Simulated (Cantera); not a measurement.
Charge: 1 mol C2H6, 3.5 mol H2O, 0.14 mol O2, held at 0.430 bar.

Method: chemical equilibrium by Gibbs-energy minimisation in Cantera with the NASA 1993 tables (ideal gas, pure condensed phases). Candidate condensed phases: C, C6H6, C7H8, C8H18, H2O; 110 gas species. The numbers say what is thermodynamically allowed, not how fast it happens.

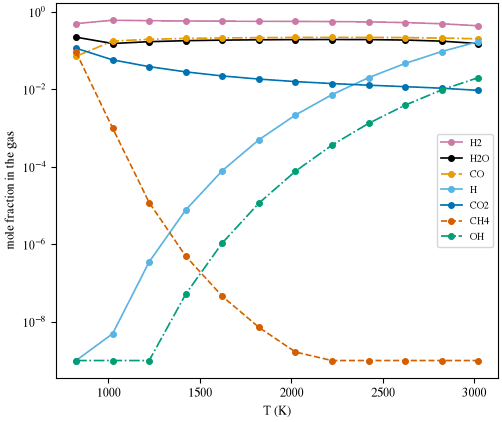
Equilibrium gas composition (values under 1e-9 drawn at 1e-9)

Task: Read off the mole fractions at 2623 K.

Result: H2 about 0.53, CO about 0.22, H2O about 0.19, H about 0.047, CO2 about 0.012, OH about 0.0039.
